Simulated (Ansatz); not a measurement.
# CsIrCl3 (cubic perovskite) (Pm-3m): how robust is the cRPA U?

Aim: hold the target of a cRPA run on CsIrCl3 (cubic perovskite) (Pm-3m) and move one thing at a time.

Program: Ansatz 0.2.0. Level of theory: constrained RPA on PBE, plane waves, PAW. Results are calculated unless marked as measured.

The structure was built from a prototype and need not be the compound's stable phase.

**1. The starting structure**

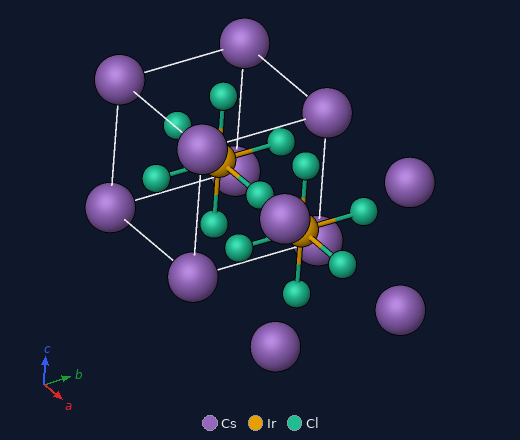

The starting structure, seen from a free direction (caesium purple, iridium orange, chlorine teal). 2×1×1 cells are drawn. Some periodic images of atoms are drawn too.

The structure was relaxed with PBE. The structure type comes from a generator and need not be one that this composition takes. The structure was generated from a model, not taken from a measurement. The runs that relaxed it are not among those shown. The program's search for lower electronic states was switched off, so nothing shows that the state found is the lowest. Spin-orbit coupling is left out unless a step names it. The default PAW set here is soft_2. Its files were made with PBE.

**2. Base: Ir d, bands v4 to c1, 4×4×4 mesh, medium accuracy**

Constrained RPA screens the interaction with every transition except those inside the target bands, which a later many-body model would treat itself.

input.yaml reads:

```yaml
crystal:
  lattice:
    - [-4.98627099, 0.0, 0.0]
    - [0.0, 0.0, -4.98627099]
    - [0.0, -4.98627099, 0.0]
  atoms:
    - { symbol: Cs, position: [0.0, 0.0, 0.0] }
    - { symbol: Ir, position: [0.5, 0.5, 0.5] }
    - { symbol: Cl, position: [0.5, 0.5, 0.0] }
    - { symbol: Cl, position: [0.5, 0.0, 0.5] }
    - { symbol: Cl, position: [0.0, 0.5, 0.5] }
kpoints:
  mp_grid: { grid: [6, 6, 6] }
hamiltonian:
  xc: pbe
scf:
  occupations: { method: gaussian, width: 0.08 }
  n_extra_bands: 19
  max_iter: 150
  lower_state_search: "off"
output:
  crpa:
    kmesh: [4, 4, 4]
    target_bands: [v4, c1]
    projections: [{ species: Ir, l: d, shell: 5 }]
  local_orbitals:
    kmesh: [8, 8, 8]
    orbitals: [{ species: Ir, l: d, shell: 5 }]
    window: { bands: [v4, c1] }
    seedname: lo
```

Started as:

```bash
ansatz run input.yaml --threads 4 --pin off --max-ram 9216MiB --backend cpu --events-out ev --progress --plain --runs-dir out
```

Numbers of over 12 decimals in the logs are rounded to 6 here.

Output:

```text
scf.n_extra_bands = 19 over 24 filled bands (N_el = 47.0): the run solves 43 bands
Engine: ansatz 0.2.0, aarch64-unknown-linux-gnu
Pseudopotentials: kind: paw
Pseudopotential: Cs, paw, valence charge 9, recommended cutoff 420 eV (normal), Cs.paw.azcp
Pseudopotential: Ir, paw, valence charge 17, recommended cutoff 420 eV (normal), Ir.paw.azcp
Pseudopotential: Cl, paw, valence charge 7, recommended cutoff 420 eV (normal), Cl.paw.azcp
Functional definition: PBE
  parameter kappa = 0.804
  parameter beta = 0.066725
  exchange = pbe_x(kappa = kappa, mu = beta*pi^2/3)
  correlation = pbe_c(beta = beta)
Crystal: 5 atoms, lattice volume = 123.973 Å³
Basis set: ecut = 420 eV, 2469 PW (Γ)
Bands: 43, of which v1, the nominal top of the filled ones, is band 24 counted from 1 (23 counted from 0)
Symmetry: 48 space group operations
Space group: Pm-3m (ITA 221), of the structure as read, at distance tolerance 5.0e-5 Å
k-points: 20 of 216
Non-local potential: Cs, projectors of the file, l = 0: 3, l = 1: 2, l = 2: 2, l = 3: 2
Non-local potential: Ir, projectors of the file, l = 0: 3, l = 1: 2, l = 2: 2, l = 3: 1
Non-local potential: Cl, projectors of the file, l = 0: 2, l = 1: 2, l = 2: 2
PAW form: soft (Blöchl's): semilocal exchange-correlation on the pseudo side does not see the compensation charge
PAW one-centre angular grid: Cs, 194 points (default); XC on 64 Gauss nodes
PAW one-centre angular grid: Ir, 590 points (default); XC on 64 Gauss nodes
PAW one-centre angular grid: Cl, 110 points (default); XC on 64 Gauss nodes
Initial density: superposition of atomic densities (neutral atoms: chi_scale 0, normalization atom), corrected by the library's trained network
Initial wavefunctions: pseudopotential atomic-orbital guess
Functional: x = pbe(κ = 0.804, μ = 0.219515), c = pbe(β = 0.066725)
SCF iter   1: F=—  HF=-20848.193191 eV  |F-HF|=—  |Δ(HF+E_count)|=         —  Δρ=9.32e-3  dr2=4.39e-2  ethr=1.77e-3  ⟨swp⟩=5.8  Hψ=3879  notcnv=0  defer=159
preconditioner: auto → LDOS  [metal: Δε(μ)=0.033 eV  Ē_g=14.888 eV  σ=0.080 eV  W_gap=0.22  n_scr=26 (ndim 8)  ℏωp=20.8 eV  f_vac=0.020  D(μ)=2.93/eV (n_scr^D=18)  β→1.0]
SCF iter   2: F=—  HF=-20848.185764 eV  |F-HF|=—  |Δ(HF+E_count)|=   7.43e-3  Δρ=2.14e-3  dr2=9.17e-3  ethr=9.35e-5  ⟨swp⟩=1.8  Hψ=1122  notcnv=0  defer=200
SCF iter   3: F=—  HF=-20848.184332 eV  |F-HF|=—  |Δ(HF+E_count)|=   1.43e-3  Δρ=9.36e-4  dr2=1.94e-3  ethr=1.95e-5  ⟨swp⟩=2.0  Hψ=741  notcnv=0  defer=200
SCF iter   4: F=—  HF=-20848.183937 eV  |F-HF|=—  |Δ(HF+E_count)|=   3.95e-4  Δρ=2.08e-4  dr2=6.53e-5  ethr=4.12e-6  ⟨swp⟩=2.0  Hψ=871  notcnv=0  defer=200
SCF iter   5: F=—  HF=-20848.183920 eV  |F-HF|=—  |Δ(HF+E_count)|=   1.73e-5  Δρ=2.95e-5  dr2=1.24e-6  ethr=1.39e-7  ⟨swp⟩=2.1  Hψ=1053  notcnv=0  defer=200
SCF iter   6: F=-20848.183920 eV  HF=-20848.183920 eV  |F-HF|=7.06e-10  |Δ(HF+E_count)|=   2.48e-7  Δρ=5.65e-6  dr2=3.02e-8  ethr=2.13e-10  ⟨swp⟩=12.2  Hψ=4636  notcnv=0
SCF 1 converged in 6 iterations: F = -20848.183920 eV  dr2 = 3.02e-8
[...]
NSCF: frozen V_eff on 38 k-points
NSCF: frozen V_eff on 10 k-points
[...]
cRPA screening: q 1/64
cRPA screening: q 2/64
cRPA screening: q 8/64 (q-point 3)
cRPA screening: q 11/64 (q-point 6)
cRPA screening: q 23/64 (q-point 7)
cRPA screening: q 35/64 (q-point 11)
cRPA screening: q 38/64 (q-point 22)
cRPA screening: q 46/64 (q-point 23)
cRPA screening: q 58/64 (q-point 27)
cRPA screening: q 64/64 (q-point 43)
SCF converged after 6 iterations
Free energy (F): -20848.183920 eV
Harris-Foulkes:  -20848.183920 eV  (|F-HF|=7.06e-10)
Internal energy: -20848.173034 eV  (E = F + TS)
E sigma→0 (E₀):  -20848.178477 eV
Entropy (-TS):   -0.010886 eV (-2.177 meV/atom)
Fermi energy:    7.328571 eV
--- Per-component energies (eV) ---
  E_band       = -386.022084
  E_kinetic    = 1252.772822
  E_local      = -3452.896055  (includes V_loc(G=0)·N_el)
  E_nonlocal   = 190.323159
  E_hartree    = 1329.888047
  E_xc         = -762.772433
  E_vxc        = -791.440582  (∫ρ·V_xc dr)
  E_paw        = -16268.949109  (= ΣΔE_a)
  E_vpaw       = -244.550297  (= ΣTr[D̂ρ^β])
  E_aug_tail   = 0.000331  (compensation charges beyond the density's cutoff)
  E_ewald      = -3136.539795
  E_smearing   = -0.010886  (= −TS)
  E_closure    = -0.000000  (closes the sum)
  Σ components = -20848.183920   (vs F -20848.183920, Δ=0.00e0)
--- Band table (eV; the first three rows and the last of 20) ---
  k-point 0: bands = [... 20 lower, 5.5693, 5.5693, 5.5693, 6.3302, 6.3302, 8.7419, 11.6680, 11.6680, ... 15 higher]
  k-point 1: bands = [... 20 lower, 5.5756, 6.0138, 6.0138, 6.3315, 6.8860, 9.4127, 11.9622, 11.9846, ... 15 higher]
  k-point 2: bands = [... 20 lower, 5.5883, 6.3339, 6.6307, 6.6307, 7.2536, 11.2953, 12.6799, 12.7281, ... 15 higher]
  k-point 19: bands = [... 20 lower, 7.3526, 7.3526, 7.3526, 10.4931, 10.4931, 12.1196, 12.1196, 12.1196, ... 15 higher]
--- cRPA (band scheme, projected local orbitals): target bands 21..25 (1-based), 5 Wannier function(s), 4×4×4 mesh, 50 bands' worth read of 55 solved, ecut_chi 136.0 eV, v(q+G=0) probe_charge, pair densities all_electron ---
  bands read: the sum over 50 bands ends inside a degenerate multiplet in 10 slots, whose members it reads at an even weight; the widest, k=42: bands 49 to 51 (counted from 1) at 2/3 each
  χ-basis size per q: N_G = 428..466
  window electrons = 7.0000, filled by tetrahedron_uncorrected; constrained ε̄⁻¹(q = 0, 0) head = 0.285794; min gauge Gram eig = 0.5169
  Kanamori averages over each shell's own Wannier functions (sites counted from 0, functions from 1):
    Site 1, 5D, 5 of 5 d orbitals (Wannier functions 1, 2, 3, 4, 5; wannier90's mr 1, 2, 3, 4, 5):
      screened: U = 3.1562 eV, U' = 2.5757 eV, J = 0.2637 eV
      screened d-shell averages: U_bar = F0 = 2.6918 eV, J_bar = 0.3798 eV
      screened, to within: U = 1.0e-2 eV, U' = 1.0e-2 eV, J = 6.6e-4 eV
      screened d-shell averages, to within: U_bar = 8.8e-3 eV, J_bar = 9.5e-4 eV
      bare: V = 10.9374 eV, V' = 10.1090 eV, J = 0.3713 eV
      bare d-shell averages: V_bar = F0 = 10.2747 eV, J_bar = 0.5369 eV
  Hermiticity witness max|P − P†| over intra, direct and exchange elements: 9.77e-15 eV (screened), 1.78e-15 eV (bare)
  Reality witness max|Im| over intra, direct and exchange elements: 2.13e-18 eV (screened), 6.15e-18 eV (bare)
```

Elapsed: 2.3 min, on 4 threads of Arm Neoverse V1, shared host; peak memory 0.83 GiB; 8.8 min of CPU time.

This step gave:

```
U                                                 : 3.156 eV
U prime (inter-orbital)                           : 2.576 eV
J                                                 : 0.2637 eV
bare V                                            : 10.94 eV
bare J                                            : 0.3713 eV
stated bound on U                                 : 0.009914 eV
U over bare V                                     : 0.2886
electrons in the window                           : 7.000
head of the constrained inverse dielectric matrix : 0.2858
least eigenvalue of the projection's overlap      : 0.5169
target functions                                  : 5
bands in the sums                                 : 50
r.m.s. miss of the model bands                    : 0.001966 eV
width of the target bands                         : 4.924 eV
weight of the projected orbitals in the window    : 0.7435
```

On the Ir d shell, screening brings the on-site interaction from 10.9 eV down to U = 3.16 eV.

**3. Changed: 2×2×2 mesh**

Edit input.yaml of step 2 so:

```diff
@@ -22,9 +22,4 @@
   crpa:
-    kmesh: [4, 4, 4]
+    kmesh: [2, 2, 2]
     target_bands: [v4, c1]
     projections: [{ species: Ir, l: d, shell: 5 }]
-  local_orbitals:
-    kmesh: [8, 8, 8]
-    orbitals: [{ species: Ir, l: d, shell: 5 }]
-    window: { bands: [v4, c1] }
-    seedname: lo
```

Output:

```text
[...]
Crystal: 5 atoms, lattice volume = 123.973 Å³
Basis set: ecut = 420 eV, 2469 PW (Γ)
Bands: 43, of which v1, the nominal top of the filled ones, is band 24 counted from 1 (23 counted from 0)
[... 1 set-up line as in the run before ...]
[...]
k-points: 20 of 216
[...]
SCF iter   1: F=—  HF=-20848.193191 eV  |F-HF|=—  |Δ(HF+E_count)|=         —  Δρ=9.32e-3  dr2=4.39e-2  ethr=1.77e-3  ⟨swp⟩=5.8  Hψ=3879  notcnv=0  defer=159
[...]
SCF iter   6: F=-20848.183920 eV  HF=-20848.183920 eV  |F-HF|=7.06e-10  |Δ(HF+E_count)|=   2.48e-7  Δρ=5.65e-6  dr2=3.02e-8  ethr=2.13e-10  ⟨swp⟩=12.2  Hψ=4636  notcnv=0
SCF 1 converged in 6 iterations: F = -20848.183920 eV  dr2 = 3.02e-8
[...]
NSCF: frozen V_eff on 4 k-points
[...]
cRPA screening: q 1/8
cRPA screening: q 2/8
cRPA screening: q 5/8 (q-point 4)
cRPA screening: q 8/8
SCF converged after 6 iterations
Free energy (F): -20848.183920 eV
[...]
Internal energy: -20848.173034 eV  (E = F + TS)
E sigma→0 (E₀):  -20848.178477 eV
Entropy (-TS):   -0.010886 eV (-2.177 meV/atom)
Fermi energy:    7.328571 eV
[...]
--- Band table (eV; the first three rows and the last of 20) ---
  k-point 0: bands = [... 20 lower, 5.5693, 5.5693, 5.5693, 6.3302, 6.3302, 8.7419, 11.6680, 11.6680, ... 15 higher]
  k-point 1: bands = [... 20 lower, 5.5756, 6.0138, 6.0138, 6.3315, 6.8860, 9.4127, 11.9622, 11.9846, ... 15 higher]
  k-point 2: bands = [... 20 lower, 5.5883, 6.3339, 6.6307, 6.6307, 7.2536, 11.2953, 12.6799, 12.7281, ... 15 higher]
  k-point 19: bands = [... 20 lower, 7.3526, 7.3526, 7.3526, 10.4931, 10.4931, 12.1196, 12.1196, 12.1196, ... 15 higher]
[...]
χ-basis size per q: N_G = 428..466
[...]
screened: U = 3.5223 eV, U' = 2.8956 eV, J = 0.2891 eV
      screened d-shell averages: U_bar = F0 = 3.0209 eV, J_bar = 0.4144 eV
      screened, to within: U = 8.8e-3 eV, U' = 8.8e-3 eV, J = 6.0e-4 eV
      screened d-shell averages, to within: U_bar = 7.8e-3 eV, J_bar = 8.5e-4 eV
      bare: V = 11.7541 eV, V' = 10.8756 eV, J = 0.4040 eV
      bare d-shell averages: V_bar = F0 = 11.0513 eV, J_bar = 0.5797 eV
[...]
```

The job ended after 17 s (4 threads; peak memory 0.69 GiB).

This step gave:

```
U                                                 : 3.522 eV
U prime (inter-orbital)                           : 2.896 eV
J                                                 : 0.2891 eV
bare V                                            : 11.75 eV
bare J                                            : 0.4040 eV
stated bound on U                                 : 0.008740 eV
U over bare V                                     : 0.2997
electrons in the window                           : 7.000
head of the constrained inverse dielectric matrix : 0.2433
least eigenvalue of the projection's overlap      : 0.5524
target functions                                  : 5
bands in the sums                                 : 50
width of the target bands                         : 4.924 eV
weight of the projected orbitals in the window    : 0.7435
```

On the Ir d shell, screening brings the on-site interaction from 11.8 eV down to U = 3.52 eV.

**4. Changed: sums over states**

Edit input.yaml of step 3 so:

```diff
@@ -22,4 +22,7 @@
   crpa:
-    kmesh: [2, 2, 2]
+    kmesh: [4, 4, 4]
     target_bands: [v4, c1]
     projections: [{ species: Ir, l: d, shell: 5 }]
+    accuracy: sum_over_states
+    n_empty_bands: 24
+    ecut_chi: 70
```

Output:

```text
[...]
Crystal: 5 atoms, lattice volume = 123.973 Å³
Basis set: ecut = 420 eV, 2469 PW (Γ)
Bands: 43, of which v1, the nominal top of the filled ones, is band 24 counted from 1 (23 counted from 0)
[... 1 set-up line as in the run before ...]
[...]
k-points: 20 of 216
[...]
χ-basis size per q: N_G = 159..175
[...]
U and J over all bands: no bound (output.crpa.accuracy: sum_over_states); those below are of the sums over the bands read on the sphere of ecut_chi, with what the atoms add
[...]
screened: U = 3.4154 eV, U' = 2.7766 eV, J = 0.2900 eV
      screened d-shell averages: U_bar = F0 = 2.9044 eV, J_bar = 0.4177 eV
      bare: V = 10.9374 eV, V' = 10.1090 eV, J = 0.3713 eV
      bare d-shell averages: V_bar = F0 = 10.2747 eV, J_bar = 0.5369 eV
[...]
[key lines of the parts left out:]
SCF converged after 6 iterations
Free energy (F): -20848.183920 eV
Fermi energy:    7.328571 eV
```

Run time: 9.9 s. Hardware: 4 threads; peak memory 0.66 GiB.

This variant gives U = 3.42 eV against 3.16 eV. It is a finite sum over empty states with no bound on its error and stays out of the table below.

**5. Changed: smooth pair densities**

Edit input.yaml of step 4 so:

```diff
@@ -25,4 +25,2 @@
     projections: [{ species: Ir, l: d, shell: 5 }]
-    accuracy: sum_over_states
-    n_empty_bands: 24
-    ecut_chi: 70
+    pair_densities: pseudo
```

Output:

```text
[...]
Crystal: 5 atoms, lattice volume = 123.973 Å³
Basis set: ecut = 420 eV, 2469 PW (Γ)
Bands: 43, of which v1, the nominal top of the filled ones, is band 24 counted from 1 (23 counted from 0)
[... 1 set-up line as in the run before ...]
[...]
k-points: 20 of 216
[...]
screened, to within: U = 9.9e-3 eV, U' = 9.9e-3 eV, J = 4.0e-4 eV
      screened d-shell averages, to within: U_bar = 9.2e-3 eV, J_bar = 5.7e-4 eV
      screened, sum over states alone: U = 3.4680 eV, U' = 2.7573 eV, J = 0.3228 eV
      screened d-shell averages, sum over states alone: U_bar = F0 = 2.8995 eV, J_bar = 0.4649 eV
      bare: V = 10.9374 eV, V' = 10.1090 eV, J = 0.3713 eV
      bare d-shell averages: V_bar = F0 = 10.2747 eV, J_bar = 0.5369 eV
[...]
[key lines of the parts left out:]
SCF converged after 6 iterations
Free energy (F): -20848.183920 eV
Fermi energy:    7.328571 eV
```

Elapsed: 2.1 min, on 4 threads; peak memory 0.72 GiB; 7.9 min of CPU time.

Numbers from this step:

```
U                                                 : 3.174 eV
U prime (inter-orbital)                           : 2.574 eV
J                                                 : 0.2731 eV
bare V                                            : 10.94 eV
bare J                                            : 0.3713 eV
stated bound on U                                 : 0.009844 eV
U over bare V                                     : 0.2902
electrons in the window                           : 7.000
head of the constrained inverse dielectric matrix : 0.2861
least eigenvalue of the projection's overlap      : 0.5169
target functions                                  : 5
bands in the sums                                 : 50
width of the target bands                         : 4.924 eV
weight of the projected orbitals in the window    : 0.7435
```

On the Ir d shell, screening brings the on-site interaction from 10.9 eV down to U = 3.17 eV.

**6. Changed: a keyword of another program**

Edit input.yaml of step 5 so:

```diff
@@ -25,2 +25,2 @@
     projections: [{ species: Ir, l: d, shell: 5 }]
-    pair_densities: pseudo
+    ucrpa: 1
```

Output:

```text
Error: YAML parse error: error: line 26 column 5: unknown field `ucrpa`, expected one of accuracy, bounded_pairs, pair_densities, n_empty_bands, n_guard_bands, ecut_chi, kmesh, target_bands, projections
  --> <input>:26:5
   |
24 |     target_bands: [v4, c1]
25 |     projections: [{ species: Ir, l: d, shell: 5 }]
26 |     ucrpa: 1
   |     ^ unknown field `ucrpa`, expected one of accuracy, bounded_pairs, pair_densities, n_empty_bands, n_guard_bands, ecut_chi, kmesh, target_bands, projections
```

The job ended after 0.02 s (4 threads; peak memory 0.023 GiB).

The program refused the input before any cycle.

The program's message: “Error: YAML parse error: error: line 26 column 5: unknown field `ucrpa`, expected one of accuracy, bounded_pairs, pair_densities, n_empty_bands, n_guard_bands, ecut_chi, kmesh, target_bands, projectio …”

The fault put into this input: a keyword of another program.

**7. Changed: volume +6 %**

The cell differs from the one that the last finished run ended in (a 4.986 → 5.084 Å, b 4.986 → 5.084 Å, c 4.986 → 5.084 Å).

input.yaml, the sections that differ from step 6:

```yaml
crystal:
  lattice:
    - [-5.0840658375, 0.0, 0.0]
    - [0.0, 0.0, -5.0840658375]
    - [0.0, -5.0840658375, 0.0]
  atoms:
    - { symbol: Cs, position: [0.0, 0.0, 0.0] }
    - { symbol: Ir, position: [0.5, 0.5, 0.5] }
    - { symbol: Cl, position: [0.5, 0.5, 0.0] }
    - { symbol: Cl, position: [0.5, 0.0, 0.5] }
    - { symbol: Cl, position: [0.0, 0.5, 0.5] }
output:
  crpa:
    kmesh: [4, 4, 4]
    target_bands: [v4, c1]
    projections: [{ species: Ir, l: d, shell: 5 }]
  local_orbitals:
    kmesh: [8, 8, 8]
    orbitals: [{ species: Ir, l: d, shell: 5 }]
    window: { bands: [v4, c1] }
    seedname: lo
# kpoints, hamiltonian, scf: as in step 6
```

Output:

```text
[...]
Crystal: 5 atoms, lattice volume = 131.412 Å³
Basis set: ecut = 420 eV, 2553 PW (Γ)
Bands: 43, of which v1, the nominal top of the filled ones, is band 24 counted from 1 (23 counted from 0)
[... 1 set-up line as in the run before ...]
[...]
k-points: 20 of 216
[...]
χ-basis size per q: N_G = 460..482
[...]
screened: U = 3.2150 eV, U' = 2.6209 eV, J = 0.2707 eV
      screened d-shell averages: U_bar = F0 = 2.7397 eV, J_bar = 0.3895 eV
      screened, to within: U = 1.1e-2 eV, U' = 1.1e-2 eV, J = 6.7e-4 eV
      screened d-shell averages, to within: U_bar = 9.2e-3 eV, J_bar = 9.7e-4 eV
      bare: V = 11.1071 eV, V' = 10.2623 eV, J = 0.3816 eV
      bare d-shell averages: V_bar = F0 = 10.4312 eV, J_bar = 0.5505 eV
[...]
[key lines of the parts left out:]
SCF converged after 6 iterations
Free energy (F): -20848.127428 eV
Fermi energy:    6.508762 eV
```

It took 2.3 min on 4 threads; peak memory 0.85 GiB.

This step gave:

- U: 3.215 eV
- U prime (inter-orbital): 2.621 eV
- J: 0.2707 eV
- bare V: 11.11 eV
- bare J: 0.3816 eV
- stated bound on U: 0.01033 eV
- U over bare V: 0.2895
- electrons in the window: 7.000
- head of the constrained inverse dielectric matrix: 0.2934
- least eigenvalue of the projection's overlap: 0.5323
- target functions: 5
- bands in the sums: 50
- r.m.s. miss of the model bands: 0.001585 eV
- width of the target bands: 4.411 eV
- weight of the projected orbitals in the window: 0.7573

On the Ir d shell, screening brings the on-site interaction from 11.1 eV down to U = 3.21 eV.

**8. Side by side**

Times are wall times on 4 threads of Arm Neoverse V1, shared host, good to a factor of about two.

| run | bare V (eV) | U (eV) | J (eV) | bound on U (eV) | width (eV) | time |
| --- | --- | --- | --- | --- | --- | --- |
| target window | 10.94 | 3.156 | 0.264 | 0.0099 | 4.92 | 2.3 min |
| 2×2×2 mesh | 11.75 | 3.522 | 0.289 | 0.0087 | 4.92 | 17 s |
| smooth pair densities | 10.94 | 3.174 | 0.273 | 0.0098 | 4.92 | 2.1 min |
| volume +6 % | 11.11 | 3.215 | 0.271 | 0.0103 | 4.41 | 2.3 min |

**9. Results**

```
target window         : U 3.16 eV, J 0.26 eV
2×2×2 mesh            : U 3.52 eV, J 0.29 eV
smooth pair densities : U 3.17 eV, J 0.27 eV
volume +6 %           : U 3.21 eV, J 0.27 eV
```

2×2×2 mesh moves U by +0.37 eV at 0.12 times the time. Smooth pair densities moves U by +0.02 eV (within the solver's bounds, for the mean over orbitals). Volume +6 % moves U by +0.06 eV. The printed bound covers the solver alone, not the mesh, and no denser mesh than the base was run. The parent state is non-magnetic and the interaction static (zero frequency); U depends on the window and the orbitals, so it belongs to this model alone. Spin-orbit coupling, which is strong for atoms this heavy, is left out.

[Paths, hosts, dates, memory and timing lines, banners, echoed tables and standing remarks are left out of the program output.]

[Logs are printed without paths, hosts, clocks, repeated set-up lines and the standing remarks that a program may print on its own settings, such as how far it seeks lower states.]

[Runs of the session that timed out or met a known fault of the program may be left out.]

[Hosts, paths, dates, database ids (printed as entryN), source tags and the programs' standing remarks are cut or masked in the printed files.]
